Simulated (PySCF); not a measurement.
```yaml
atoms:
  - { symbol: S, position_ang: [0.0000, 0.0000, -1.8491] }
  - { symbol: I, position_ang: [0.0000, 0.0000, 0.4659] }
```

Core potentials replace the inner electrons of I.

Computed with PBE0/cc-pVTZ(-PP), non-relativistic Hamiltonian with scalar-relativistic core potentials where named, at a bond length of 2.315 Å (PySCF).

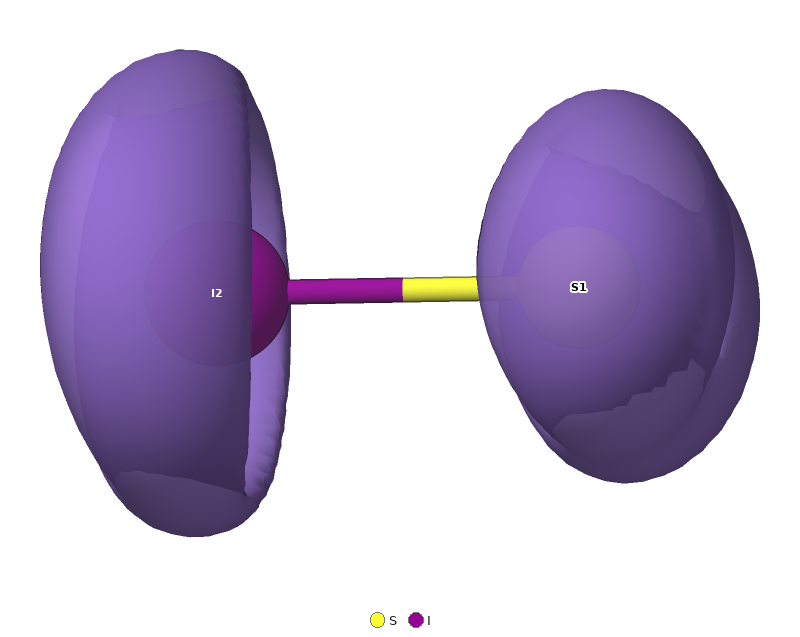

SI (doublet). Isosurface of the ELF at 0.8 (purple), seen from one side. Core shells and regions of very low density are left out.

Where are the electrons localised?

Answer. The ELF exceeds this value in one ring or bowl of non-bonding electrons around I and one ring or bowl of non-bonding electrons around S. Along the contacts the grid gives the following. S–I (2.31 Å): the ELF peaks at about 0.75 between the atoms: localised, covalent bonding.
